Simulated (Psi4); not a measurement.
**SiClOF2 (SMILES [O][Si](F)(F)Cl) at UHF/STO-3G**

Aim: the vertical ionisation energy of SiClOF2 at UHF/STO-3G, from 2 runs. 

The calculation is run with Psi4 1.11.

5 further runs of the same task are left out: 4 that didn't finish, 1 set aside as unsound or not needed.

**1. Starting point**

SiClOF2 has 5 atoms, charge 0, and is taken as a doublet. As SMILES, `[O][Si](F)(F)Cl`. Geometry: relaxed at PBE0-D4/def2-TZVP.

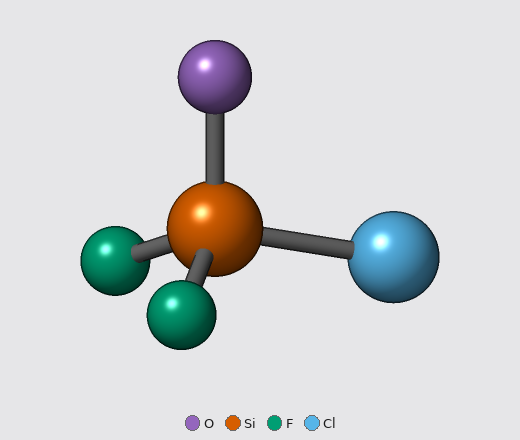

The structure, seen from a chosen angle (oxygen purple, silicon orange, fluorine teal, chlorine blue).

**2. Energy and gradient at UHF/STO-3G**

calc.in

```
memory 2200 MB

molecule system {
  0 2
  O
  Si 1 r2
  F 2 r3 1 a3
  F 2 r4 3 a4 1 d4
  Cl 2 r5 4 a5 3 d5

  r2 = 1.641182
  r3 = 1.569163
  a3 = 112.25019
  r4 = 1.568974
  a4 = 106.34931
  d4 = 123.1188
  r5 = 2.00531
  a5 = 111.69319
  d5 = -122.08272
  symmetry c1
  no_reorient
  no_com
}

set basis STO-3G
set reference uhf
set puream true
set e_convergence 1e-09
set d_convergence 1e-08
set scf_type pk
set maxiter 100

e_tot, wfn = gradient('scf', return_wfn=True)
oeprop(wfn, 'QUADRUPOLE', 'WIBERG_LOWDIN_INDICES', 'LOWDIN_CHARGES', title='SCF')
```

Run with:

```console
$ psi4 -i calc.in -o calc.out -n 1
```

calc.out:

```text
[...]
  Running in c1 symmetry.
[...]
  Nuclear repulsion =  309.297084517548797
[...]
  Multiplicity = 2
[...]
  Nalpha       = 29
  Nbeta        = 28
[...]
    Number of basis functions: 33
[...]
   @UHF iter   1: -1010.04107618056514   -1.94261e+00   1.19692e-02 DIIS/ADIIS
[...]
   @UHF iter  19: -1010.19213411814985   -1.60298e-11   7.97300e-09 DIIS
[...]
   @S^2 Observed:                7.538520594E-01
[...]
    Orbital Energies [Eh]
    ---------------------
    Alpha Occupied:
       1A   -103.670508     2A    -68.185085     3A    -25.904279
       4A    -25.904088     5A    -20.276060     6A    -10.363549
       7A     -7.807844     8A     -7.801500     9A     -7.801498
      10A     -6.158730    11A     -4.185674    12A     -4.184781
      13A     -4.184243    14A     -1.528981    15A     -1.499627
      16A     -1.325188    17A     -1.046965    18A     -0.677026
      19A     -0.604587    20A     -0.580026    21A     -0.578930
      22A     -0.532554    23A     -0.498023    24A     -0.483059
      25A     -0.468322    26A     -0.449977    27A     -0.437996
      28A     -0.419985    29A     -0.416167
    Alpha Virtual:
[...]
  @UHF Final Energy: -1010.19213411814985
   => Energetics <=
    Nuclear Repulsion Energy =            309.2970845175487966
    One-Electron Energy =               -2023.8899619568146591
    Two-Electron Energy =                 704.4007433211161242
    Total Energy =                      -1010.1921341181498519
  UHF NO Occupations:
  HONO-2 :   27  A 1.9998443
  HONO-1 :   28  A 1.9983748
[...]
  -Total Gradient:
     Atom            X                  Y                   Z
    ------   -----------------  -----------------  -----------------
       1        0.004442114432     0.002577902315     0.044514611049
       2        0.016709631915     0.009858590250    -0.019193626200
       3       -0.001419186421     0.015443079484    -0.005967548386
       4        0.012837843326    -0.008973391500    -0.006033629700
       5       -0.032570403282    -0.018906180549    -0.013319806769
[...]
 Multipole Moments:
 ------------------------------------------------------------------------------------
     Multipole            Electronic (a.u.)      Nuclear  (a.u.)        Total (a.u.)
 ------------------------------------------------------------------------------------
 L = 1.  Multiply by 2.5417464519 to convert [e a0] to [Debye]
 Dipole X            :         -1.0542454            0.4763844           -0.5778610
 Dipole Y            :         -0.6117340            0.2766153           -0.3351186
 Dipole Z            :          1.2037378           -1.2539002           -0.0501624
 Magnitude           :                                                    0.6698837
 L = 2.  Multiply by 1.3450342976 to convert [e a0^2] to [Debye ang]
 Quadrupole XX       :       -234.7126948          205.8378602          -28.8748346
 Quadrupole XY       :        -61.3316508           60.6140998           -0.7175511
[...]
```

It took 2.1 s on 1 thread of AMD EPYC 7R43 (Zen 3), shared host; peak memory 0.18 GiB.

**3. The singlet cation at the same level**

input.inp

```
memory 2200 mb

molecule {
  1 1
  O
  Si 1 R2
  F 2 R3 1 A3
  F 2 R4 3 A4 1 D4
  Cl 2 R5 4 A5 3 D5

  R2 = 1.641182
  R3 = 1.569163
  A3 = 112.25019
  R4 = 1.568974
  A4 = 106.34931
  D4 = 123.1188
  R5 = 2.00531
  A5 = 111.69319
  D5 = -122.08272
  units angstrom
  symmetry c1
}

set {
  basis STO-3G
  puream true
  e_convergence 1e-09
  d_convergence 1e-08
  scf_type pk
}

e_tot, wfn = gradient('scf', return_wfn=True)
```

Run with:

```console
$ psi4 -i input.inp -o input.out -n 1
```

input.out:

```text
[...]
  Running in c1 symmetry.
[...]
  Nuclear repulsion =  309.297084517548797
[...]
  Multiplicity = 1
[...]
  Nalpha       = 28
  Nbeta        = 28
[...]
    Number of basis functions: 33
[...]
   @RHF iter   1: -1009.53945549386981   -1.44099e+00   1.37047e-02 ADIIS/DIIS
[...]
   @RHF iter  19: -1009.75035626004308   -2.64890e-11   3.01612e-09 DIIS
[...]
    Orbital Energies [Eh]
    ---------------------
    Doubly Occupied:
       1A   -103.991834     2A    -68.493002     3A    -26.190816
       4A    -26.190634     5A    -20.946410     6A    -10.671780
       7A     -8.116198     8A     -8.109335     9A     -8.108904
      10A     -6.465007    11A     -4.491893    12A     -4.491306
      13A     -4.489644    14A     -1.783757    15A     -1.749640
      16A     -1.722830    17A     -1.308223    18A     -1.038166
      19A     -0.969895    20A     -0.881626    21A     -0.826092
      22A     -0.799047    23A     -0.762687    24A     -0.742180
      25A     -0.725701    26A     -0.698229    27A     -0.677325
      28A     -0.671563
[...]
  @RHF Final Energy: -1009.75035626004308
   => Energetics <=
    Nuclear Repulsion Energy =            309.2970845175487966
    One-Electron Energy =               -2005.8674349343327776
    Two-Electron Energy =                 686.8199941567410178
    Total Energy =                      -1009.7503562600430769
[...]
 Multipole Moments:
 ------------------------------------------------------------------------------------
     Multipole            Electronic (a.u.)      Nuclear  (a.u.)        Total (a.u.)
 ------------------------------------------------------------------------------------
 L = 1.  Multiply by 2.5417464519 to convert [e a0] to [Debye]
 Dipole X            :         -1.0781671            0.4763844           -0.6017828
 Dipole Y            :         -0.6256494            0.2766153           -0.3490340
 Dipole Z            :         -0.4623818           -1.2539002           -1.7162820
 Magnitude           :                                                    1.8519155
[...]
  -Total Gradient:
     Atom            X                  Y                   Z
    ------   -----------------  -----------------  -----------------
       1       -0.008611182697    -0.004996750760     0.128911282463
       2        0.028412951900     0.016642799154    -0.163119777039
       3       -0.002668412373     0.016314675419     0.011007063651
       4        0.012968507713    -0.010486974599     0.010946761051
       5       -0.030101864574    -0.017473749214     0.012254669878
[...]
```

Run time: 2 s. Hardware: 1 thread of AMD EPYC 7R43 (Zen 3), shared host; peak memory 0.18 GiB.

**4. Summary of results**

At UHF/STO-3G:

| quantity | value |
| --- | --- |
| doublet SiClOF2: total energy | -1010.19213 Eh |
| doublet SiClOF2: dipole moment | 1.70 D |
| doublet SiClOF2: HOMO energy (highest over α and β) | -10.87 eV |
| doublet SiClOF2: LUMO energy (lowest over α and β) | 6.83 eV |
| doublet SiClOF2: ⟨S²⟩ | 0.754 |
| doublet SiClOF2: largest force on an atom | 2.304 eV/Å |
| singlet cation: total energy | -1009.75036 Eh |
| singlet cation: HOMO energy | -18.27 eV |
| singlet cation: LUMO energy | -9.45 eV |
| singlet cation: HOMO–LUMO gap | 8.82 eV |
| singlet cation: largest force on an atom | 8.557 eV/Å |
| vertical ionisation energy (to the singlet cation) | 12.021 eV |

What this shows: Removing an electron at fixed nuclei costs 12.02 eV (277 kcal/mol). The largest force (doublet SiClOF2) is 2.30 eV/Å: the shape isn't a stationary point for this species at this level. Only the singlet of the ionised species was computed; a triplet could lie lower. In a minimal basis such a difference can be off by several eV, whatever the method.
